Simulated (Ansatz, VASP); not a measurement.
# Cross-check of CaO (Lime) between VASP and Ansatz, part 2 of 2

Aim: how closely do two programs agree when they are given the same cell, functional and k mesh? The cell is taken from a series of VASP runs on this material, whose earlier steps may have relaxed, scaled or displaced it; both programs get it as it stands. Other levels of theory on this material are compared in a session of their own. Valence electrons are named where the data sets of a main pair hold unlike numbers.

VASP 6.6.1 and Ansatz 0.2.0.

So far. Step 2 (VASP: band structure, r2SCAN): The run ends at a pressure of -0.82 GPa.

### 5. Ansatz: band structure, LDA

Level of this step: Ansatz beside VASP: Kohn-Sham DFT, plane waves, LDA (Ansatz).

The same path points are solved in both programs, so levels can be compared one by one. The cell compared in this pair holds 26.28 Å³, against 27.87 Å³ for the pair before.

The cell is taken from a series of VASP runs on this material, whose earlier steps may have relaxed, scaled or displaced it; both programs get it as it stands.

The input, input.yaml:

```yaml
crystal:
  lattice:
    - [0.0, 2.3597843393, 2.3597843393]
    - [2.3597843393, 0.0, 2.3597843393]
    - [2.3597843393, 2.3597843393, 0.0]
  atoms:
    - { symbol: Ca, position: [0.0, 0.0, 0.0] }
    - { symbol: O, position: [0.5, 0.5, 0.5] }
hamiltonian:
  xc: lda
  pseudopotentials: { kind: paw }
kpoints:
  mp_grid: { grid: [8, 8, 8] }
  band_path:
    path:
      - [0.0, 0.0, 0.0]
      - [0.16667, 0.0, 0.16667]
      - [0.33333, 0.0, 0.33333]
      - [0.5, 0.0, 0.5]
      - [0.5, 0.08333, 0.58333]
      - [0.5, 0.19444, 0.69444]
      - [0.5, 0.25, 0.75]
      - [0.45833, 0.29167, 0.75]
      - [0.40278, 0.34722, 0.75]
      - [0.375, 0.375, 0.75]
      - [0.20833, 0.20833, 0.41667]
      - [0.08333, 0.08333, 0.16667]
      - [0.0, 0.0, 0.0]
      - [0.22222, 0.22222, 0.22222]
      - [0.38889, 0.38889, 0.38889]
      - [0.51389, 0.47222, 0.51389]
      - [0.55556, 0.38889, 0.55556]
      - [0.61111, 0.27778, 0.61111]
      - [0.61111, 0.25, 0.63889]
      - [0.56944, 0.25, 0.68056]
      - [0.51389, 0.25, 0.73611]
      - [0.5, 0.27778, 0.72222]
      - [0.5, 0.38889, 0.61111]
      - [0.5, 0.47222, 0.52778]
      - [0.48611, 0.48611, 0.52778]
      - [0.43056, 0.43056, 0.63889]
      - [0.38889, 0.38889, 0.72222]
      - [0.59722, 0.19444, 0.59722]
      - [0.55556, 0.11111, 0.55556]
      - [0.5, 0.0, 0.5]
    npoints: 1
scf:
  occupations: { method: gaussian, width: 0.03 }
  n_extra_bands: 7
output:
  forces: true
  stress: true
  eigenvalues: true
```

Run with:

```sh
$ ansatz run input.yaml --threads 2 --pin off --max-ram 4608MiB --backend cpu --events-out ev --progress --plain --runs-dir out
```

Numbers of over 12 decimals in the logs are rounded to 6 here.

The log of the run:

```text
[...]
Crystal: 2 atoms, lattice volume = 26.281 Å³
Basis set: ecut = 420 eV, 531 PW (Γ)
Bands: 15, of which v1, the nominal top of the filled ones, is band 8 counted from 1 (7 counted from 0)
Symmetry: 48 space group operations
[...]
k-points: 29 of 512
[...]
k-point 0: bands = [... 4 lower, -7.4057, 7.9073, 7.9073, 7.9073, 12.9310, 14.1610, 14.1610, 14.1610, ... 3 higher]
  k-point 1: bands = [... 4 lower, -7.1105, 7.3416, 7.6714, 7.6714, 13.6241, 14.1230, 14.4488, 14.4488, ... 3 higher]
  k-point 2: bands = [... 4 lower, -6.5495, 6.2722, 7.1716, 7.1716, 14.2072, 15.1078, 15.2076, 15.2076, ... 3 higher]
  k-point 28: bands = [... 4 lower, -6.6434, 6.5128, 6.8385, 6.8385, 14.2739, 14.2739, 16.6742, 17.8265, ... 3 higher]
[key lines of the parts left out:]
SCF converged after 6 iterations
Free energy (F): -2331.639127 eV
Fermi energy:    9.635261 eV
P = ⅓ Tr σ = -0.9478 GPa (-9.478 kbar)
```

Run time: 1.3 s. Hardware: 2 threads of Arm Neoverse N1, shared host; peak memory 0.25 GiB.

### 6. VASP: band structure, LDA

The same cell, functional (in two slightly different forms), mesh and smearing now go to VASP, with its own data sets.

The input, INCAR:

```
SYSTEM = CaO
PREC = Accurate
ENCUT = 460
EDIFF = 1E-06
NELM = 100
ISMEAR = 0
SIGMA = 0.03
LREAL = .FALSE.
ALGO = Normal
GGA = CA
NBANDS = 20
LORBIT = 11
LWAVE = .FALSE.
LCHARG = .FALSE.
KPAR = 4
```

The input, POSCAR:

```
CaO
1.0
    0.0000000000      2.3597843393      2.3597843393
    2.3597843393      0.0000000000      2.3597843393
    2.3597843393      2.3597843393      0.0000000000
Ca O
1 1
Direct
    0.0000000000      0.0000000000      0.0000000000
    0.5000000000      0.5000000000      0.5000000000
```

The input, KPOINTS:

```
Automatic mesh
0
Gamma
8 8 8
0 0 0
```

The input, KPOINTS_OPT:

```
Line mode
10
Line-mode
Reciprocal
  0.00000000   0.00000000   0.00000000 GAMMA
  0.50000000   0.00000000   0.50000000 X

  0.50000000   0.00000000   0.50000000 X
  0.50000000   0.25000000   0.75000000 W

  0.50000000   0.25000000   0.75000000 W
  0.37500000   0.37500000   0.75000000 K

  0.37500000   0.37500000   0.75000000 K
  0.00000000   0.00000000   0.00000000 GAMMA

  0.00000000   0.00000000   0.00000000 GAMMA
  0.50000000   0.50000000   0.50000000 L

  0.50000000   0.50000000   0.50000000 L
  0.62500000   0.25000000   0.62500000 U

  0.62500000   0.25000000   0.62500000 U
  0.50000000   0.25000000   0.75000000 W

  0.50000000   0.25000000   0.75000000 W
  0.50000000   0.50000000   0.50000000 L

  0.50000000   0.50000000   0.50000000 L
  0.37500000   0.37500000   0.75000000 K

  0.62500000   0.25000000   0.62500000 U
  0.50000000   0.00000000   0.50000000 X
```

PAW data sets: Ca_sv and O (LDA family, release 64).

Run with:

```sh
$ mpirun -np 4 vasp_std
```

The log of the run:

```text
[banner, memory and clock lines left out]
running    4 mpi-ranks, on    1 nodes
[...]
LDA part: xc-table for (Slater(with rela. corr.)+CA(PZ))
 , standard interpolation
 POSCAR, INCAR and KPOINTS ok, starting setup
[...]
entering main loop
       N       E                     dE             d eps       ncg     rms          rms(c)
DAV:   1     0.117389158406E+03    0.11739E+03   -0.72553E+03  1168   0.751E+02
DAV:   2    -0.115705113884E+02   -0.12896E+03   -0.11976E+03  1268   0.235E+02
DAV:   3    -0.158463517204E+02   -0.42758E+01   -0.42316E+01  1488   0.429E+01
DAV:   4    -0.159344245011E+02   -0.88073E-01   -0.88028E-01  1400   0.567E+00
[...]
DAV:  10    -0.142244958899E+02   -0.11072E-03   -0.18572E-04  1348   0.116E-01    0.420E-02
DAV:  11    -0.142244787217E+02    0.17168E-04   -0.16705E-05  1524   0.388E-02    0.667E-03
DAV:  12    -0.142244786243E+02    0.97497E-07   -0.40200E-06  1304   0.135E-02
   1 F= -.14224479E+02 E0= -.14224479E+02  d E =-.124954E-13
 Start KPOINTS_OPT (optional k-point list driver)
k-point batch [1-29\100]
       N       E                     dE             ncg
DAV:   1    -0.143387420221E+04   -0.17640E+05     1160
DAV:   2    -0.510859316501E+04   -0.36747E+04     1308
DAV:   3    -0.523137741415E+04   -0.12278E+03     1488
DAV:   4    -0.523344281173E+04   -0.20654E+01     1352
DAV:   5    -0.523348273599E+04   -0.39924E-01     1456
DAV:   6    -0.523348374768E+04   -0.10117E-02     1344
DAV:   7    -0.523348377514E+04   -0.27459E-04     1440
DAV:   8    -0.523348377584E+04   -0.69818E-06      916
[...]
k-point batch [88-100\100]
       N       E                     dE             ncg
DAV:   1     0.877982053020E+04   -0.93521E+04      520
DAV:   2     0.717075818631E+04   -0.16091E+04      572
DAV:   3     0.711677809339E+04   -0.53980E+02      736
DAV:   4     0.711612623920E+04   -0.65185E+00      564
DAV:   5     0.711611759052E+04   -0.86487E-02      700
DAV:   6     0.711611742109E+04   -0.16944E-03      560
DAV:   7     0.711611741724E+04   -0.38427E-05      700
DAV:   8     0.711611741717E+04   -0.72001E-07      372
```

Parts of OUTCAR (step 6):

```text
  Total       -0.0842470     -0.0842470     -0.0842470      0.0000000      0.0000000     -0.0000000
  in kB       -5.1359200     -5.1359200     -5.1359200      0.0000000      0.0000000     -0.0000000
  external PRESSURE =      -5.1359200 kB  Pullay stress =       0.0000000 kB

 POSITION                                       TOTAL-FORCE (eV/Angst)
 -----------------------------------------------------------------------------------
      0.00000      0.00000      0.00000         0.000000      0.000000      0.000000
      2.35978      2.35978      2.35978         0.000000     -0.000000     -0.000000
 -----------------------------------------------------------------------------------
    total drift:                                0.000000     -0.000000     -0.000000

  FREE ENERGIE OF THE ION-ELECTRON SYSTEM (eV)
  ---------------------------------------------------
  free  energy   TOTEN  =       -14.2244786243 eV

  energy  without entropy=      -14.2244786243  energy(sigma->0) =      -14.22447862

[... 1 part as in an earlier step ...]

[... 2 further parts left out ...]
[key lines of the parts left out:]
E-fermi :   2.4816
```

The run ends at a pressure of -0.51 GPa.

### 7. Differences

What differs besides the data sets and the points named for the pairs above, as far as they apply: the two LDA forms differ slightly; the cutoff is 420 eV in Ansatz and 460 eV in VASP; VASP's log shows a relativistic correction to its local exchange, Ansatz's none. Total energies have different zeros and are not compared.

The two programs side by side:

| quantity | Ansatz | VASP | difference |
| --- | --- | --- | --- |
| pressure (GPa) | -0.95 | -0.51 | -0.43 |
| pressure without Ansatz's Pulay correction (GPa) | -1.58 | -0.51 | -1.06 |
| gap over the path points (eV) | 3.456 | 3.426 | +0.030 |

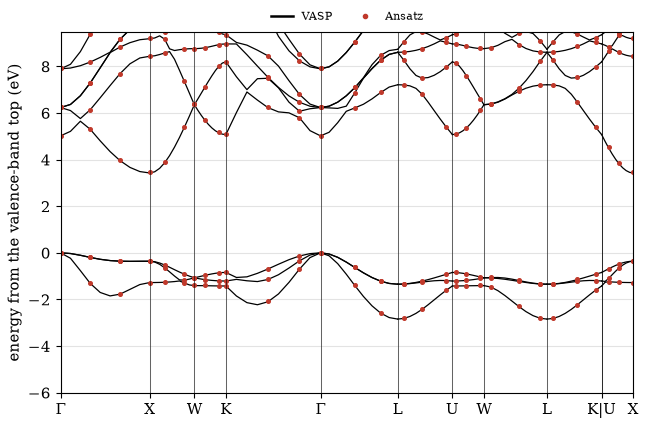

Bands from VASP (lines) and levels from Ansatz (dots). Dots without a line are higher empty bands that the VASP plot leaves out.

Levels at points of the path, from each program's valence-band top (eV; 3 filled, then empty):

| k (reciprocal lattice) | Ansatz | VASP |
| --- | --- | --- |
| 0.000 0.000 0.000 | 0.00 0.00 0.00 5.02 6.25 6.25 | 0.00 0.00 0.00 5.02 6.23 6.23 |
| 0.167 0.000 0.167 | -1.30 -0.20 -0.20 5.32 6.15 7.30 | -1.31 -0.20 -0.20 5.30 6.14 7.29 |
| 0.333 0.000 0.333 | -1.77 -0.36 -0.36 3.98 7.69 8.84 | -1.77 -0.36 -0.36 3.96 7.69 8.83 |
| 0.500 0.000 0.500 | -1.28 -0.36 -0.36 3.46 8.44 9.20 | -1.27 -0.36 -0.36 3.43 8.43 9.19 |
| 0.500 0.083 0.583 | -1.26 -0.64 -0.52 3.89 8.58 9.17 | -1.26 -0.64 -0.52 3.86 8.57 9.17 |
| 0.500 0.194 0.694 | -1.28 -1.17 -0.92 5.41 7.35 8.75 | -1.29 -1.17 -0.92 5.40 7.34 8.74 |
| 0.500 0.250 0.750 | -1.39 -1.07 -1.07 6.37 6.37 8.77 | -1.41 -1.07 -1.07 6.36 6.36 8.76 |
| 0.458 0.292 0.750 | -1.40 -1.15 -0.96 5.71 7.12 8.80 | -1.41 -1.15 -0.97 5.69 7.11 8.80 |
| 0.403 0.347 0.750 | -1.41 -1.20 -0.85 5.17 8.01 8.94 | -1.42 -1.20 -0.86 5.15 8.01 8.93 |
| 0.375 0.375 0.750 | -1.42 -1.21 -0.83 5.09 8.20 8.97 | -1.42 -1.21 -0.84 5.07 8.19 8.96 |

Among the levels compared at these points, filled levels agree within 17 meV and empty ones within 30 meV. Ansatz's pressure holds a Pulay correction of 0.63 GPa; VASP's holds none.

### 8. What came out

```yaml
largest_difference_of_a_filled_level_at_the_path_points_band_structure_r2scan: 10 meV
largest_difference_of_a_filled_level_at_the_path_points_band_structure_lda: 17 meV
```

What this shows: The largest difference of a filled level at the path points is 17 meV (band structure, LDA), within the 80 meV picked in this series as the mark of a large difference. 6 further runs of this series are not shown here. How closely two codes agree says nothing of how well the functional describes the real material.

[Lines on the potential files, build, host, timing and source positions are cut from VASP's logs without a mark.]

[Logs are printed without paths, hosts, clocks, repeated set-up lines and the standing remarks that a program may print on its own settings, such as how far it seeks lower states.]

[Hosts, paths, dates, database ids (printed as entryN), source tags and the programs' standing remarks are cut or masked in the printed files.]
